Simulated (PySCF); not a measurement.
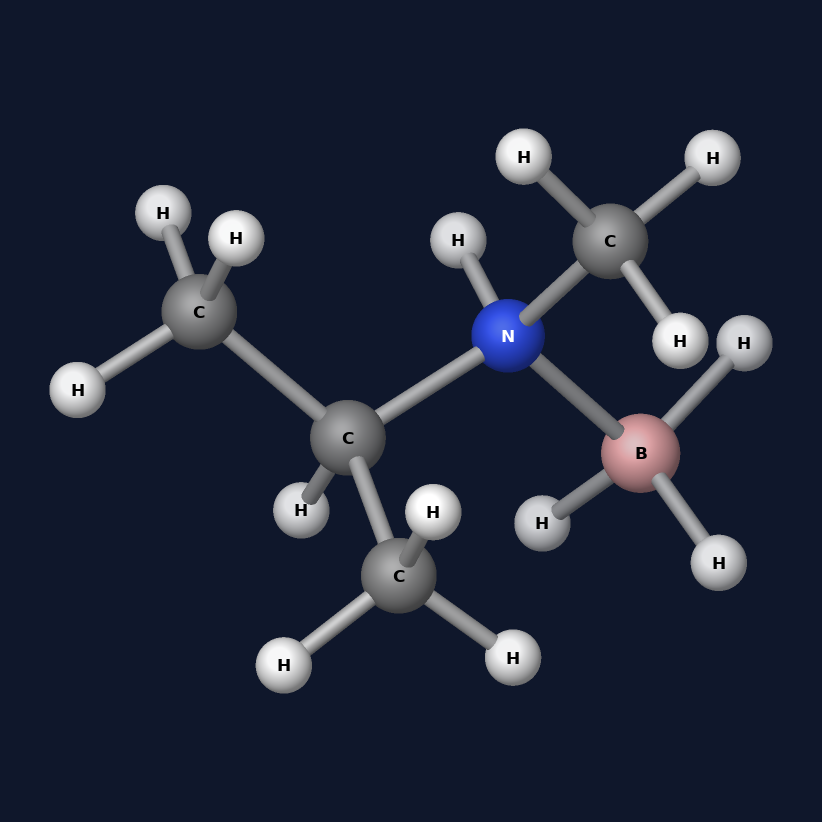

Rendered structure (ball-and-stick style). Every bond is drawn as one stick, whatever its order.

The geometry was computed by an optimisation with PBE0-D3(BJ)/def2-SVP. No frequency run is at hand to confirm it as a minimum.

What does the picture show?

It has 20 atoms: 4 carbon, 14 hydrogen, 1 boron and 1 nitrogen (C₄H₁₄BN). As SMILES it reads `[BH3-][N@H+](C)C(C)C`. It has no ring. Among its groups: B–H bond. This geometry has C1 symmetry. Coordination: 1 B tetrahedral; 1 N tetrahedral; 4 C tetrahedral.

The parts below concern this one geometry. Atoms keep their numbers from picture to picture.

**Shape**

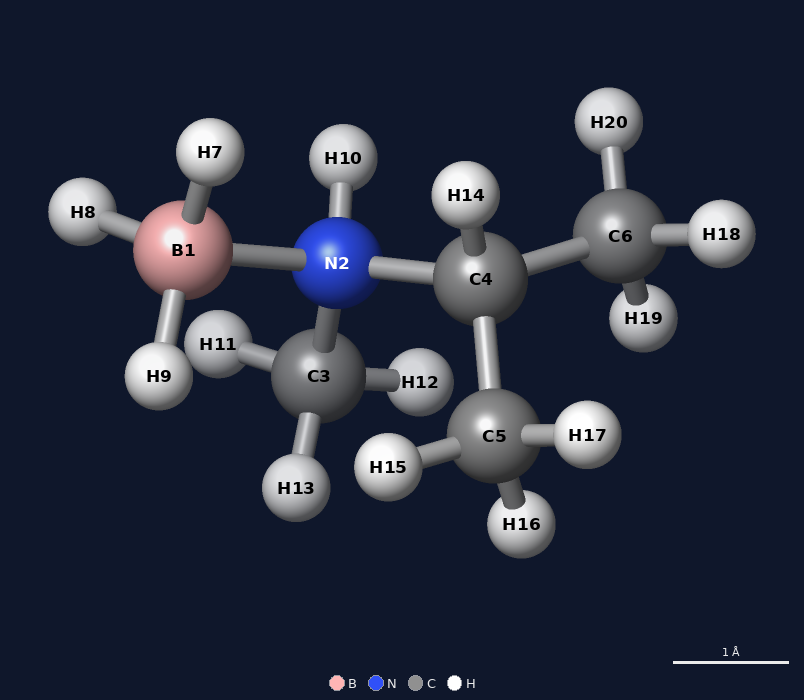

Numbered structure. No frequency run is at hand to confirm it as a minimum.

List the bonds and their lengths. Leave out bonds to hydrogen.

```csv
bond,length (Å),order
B1–N2,1.631,single
N2–C3,1.469,single
N2–C4,1.496,single
C4–C5,1.518,single
C4–C6,1.521,single
```

**Quadrupole coupling**

No frequency run is at hand to confirm it as a minimum. Electric field gradients from the ground-state density, PBE0/pcSseg-1 (PySCF 2.14.0), non-relativistic apart from any core potentials.

Give the largest field-gradient component, the quadrupole coupling constant and the asymmetry for 11B at B1 (Q = 40.59 mb), 14N at N2 (Q = 20.44 mb), 2H at H7 (Q = 2.86 mb), 2H at H8 (Q = 2.86 mb), 2H at H9 (Q = 2.86 mb), 2H at H10 (Q = 2.86 mb).

```csv
atom,V_zz (a.u.),e²qQ/h (MHz),η
B1,0.234,2.23,0.01
N2,−0.579,−2.78,0.21
H7,0.192,0.129,0.12
H8,0.192,0.129,0.12
H9,0.195,0.131,0.12
H10,0.358,0.241,0.09
```

**Levels of theory compared**

No frequency run is at hand to confirm it as a minimum. Program: PySCF 2.14.0.

Tabulate dipole (D), HOMO energy (eV), HOMO–LUMO gap (eV) at these levels: B3LYP/pcJ-1; CAM-B3LYP/def2-SVPD; PBE0/pcSseg-1; ωB97X-D/pcSseg-1.

| level | dipole (D) | HOMO energy (eV) | HOMO–LUMO gap (eV) |
| --- | --- | --- | --- |
| B3LYP/pcJ-1 | 5.46 | −7.39 | 7.77 |
| CAM-B3LYP/def2-SVPD | 5.30 | −9.04 | 9.88 |
| PBE0/pcSseg-1 | 5.49 | −7.56 | 8.24 |
| ωB97X-D/pcSseg-1 | 5.56 | −9.49 | 11.99 |

**Charges**

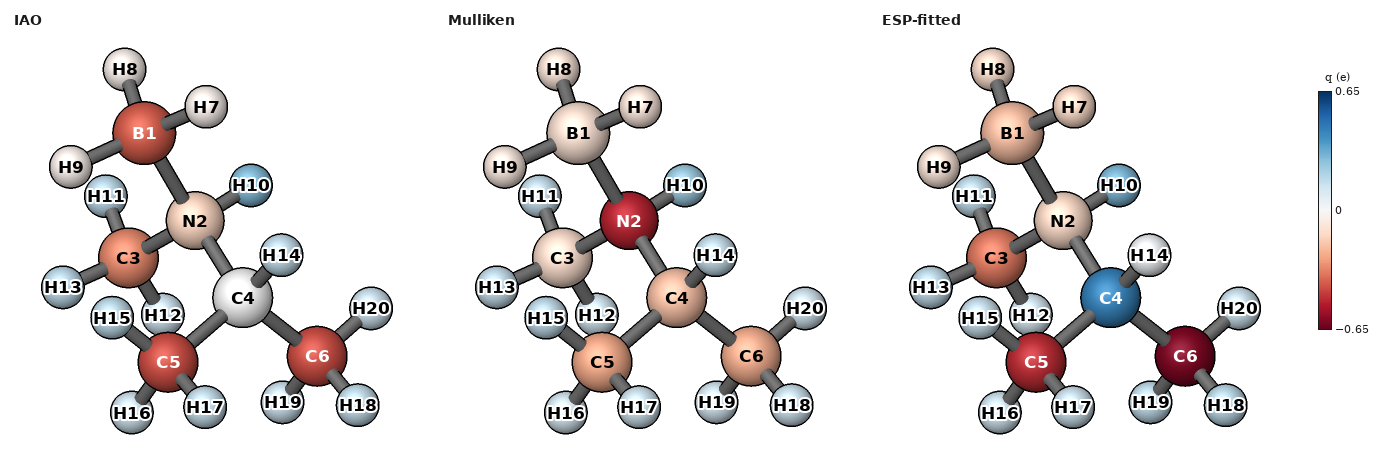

Atomic charges of one calculation by 3 schemes, on one colour scale. No frequency run is at hand to confirm it as a minimum. Computed with PBE0/pcSseg-1 (PySCF 2.14.0).

Which scheme gives the most polar picture (largest mean size of the charges)?

Answer. The ESP-fitted charges are the largest in size here, and the Mulliken charges the smallest.

On which atom do the schemes disagree most?

Answer. On C4 (from −0.19 to 0.43 e).

List the charges (e), one line for each set of equivalent atoms.

```tsv
atom	IAO	Mulliken	ESP-fitted
B1	−0.40	−0.09	−0.20
N2	−0.14	−0.49	−0.12
C3	−0.31	−0.11	−0.34
C4	0.00	−0.19	0.43
C5	−0.42	−0.24	−0.48
C6	−0.42	−0.23	−0.61
H7	−0.03	−0.08	−0.12
H8	−0.03	−0.08	−0.11
H9	−0.03	−0.06	−0.08
H10	0.28	0.24	0.29
H11	0.17	0.15	0.16
H12	0.14	0.12	0.11
H13	0.16	0.15	0.16
H14	0.16	0.15	0.03
H15	0.17	0.16	0.14
H16	0.13	0.11	0.13
H17	0.15	0.13	0.13
H18	0.15	0.13	0.17
H19	0.13	0.12	0.16
H20	0.14	0.12	0.13
```

Mulliken values depend strongly on the basis set and can even reverse the polarity of a bond.
